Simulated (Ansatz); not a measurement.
System: GeH$_{5}$P···H$_{2}$.

The calculation's input:

```
crystal:
  periodic: [false, false, false]
  atoms:
    - { symbol: Ge, position_ang: [0.0, 0.0, 0.0] }
    - { symbol: H, position_ang: [0.0, 0.0, 1.9] }
    - { symbol: H, position_ang: [1.4616, 0.0, -0.5162] }
    - { symbol: H, position_ang: [-0.73, 1.2648, -0.5162] }
    - { symbol: H, position_ang: [-0.73, -1.2648, -0.5162] }
    - { symbol: P, position_ang: [-2.4389, 0.0, 0.8104] }
    - { symbol: H, position_ang: [-3.2053, -0.8853, 0.0071] }
    - { symbol: H, position_ang: [-2.4887, -0.4268, 2.1638] }
    - { symbol: H, position_ang: [-0.9745, 0.0, 1.9571] }
basis:
  gaussian: { orbitals: def2-SVP }
hamiltonian:
  xc: hf
relax:
  f_tol: 0.15
  max_steps: 25
  restrain:
    - { distance: [0, 5], at: 2.27, k: 30.0 }
    - { distance: [8, 1], at: 0.66, k: 30.0 }
    - { distance: [0, 1], at: 2.75, k: 30.0 }
    - { distance: [8, 5], at: 2.62, k: 30.0 }
output:
  orbitals: {}
```

Run with:

```sh
ansatz run input.yaml --threads 1 --pin off --max-ram 2048MiB --backend cpu --events-out ev --progress --plain --runs-dir out
```

The fields are those of the run's last geometry, not of the input's.

Not at a stationary point (largest force 1.4 eV/Å).

All numbers below come from Ansatz 0.2.0, RHF/def2-SVP.

What can the converged electron density and electron localisation function tell about the bonding?

Ge–P (2.29 Å): ρ is about 0.72 e/Å³ halfway; the ELF peaks at about 0.95 between the atoms: a covalent bond.
Ge–H (1.54 Å): the density is about 1 e/Å³ at the midpoint; the ELF climbs to about 1 towards the hydrogen.

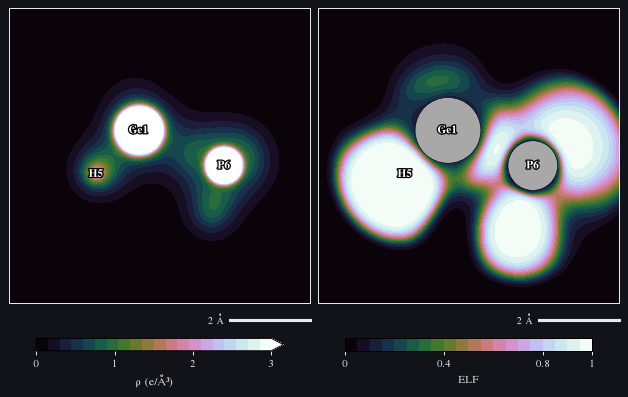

Computed electron density and electron localisation function on the plane of atoms H5, Ge1 and P6, in this order. Grey discs cover the atomic cores in the ELF map. 
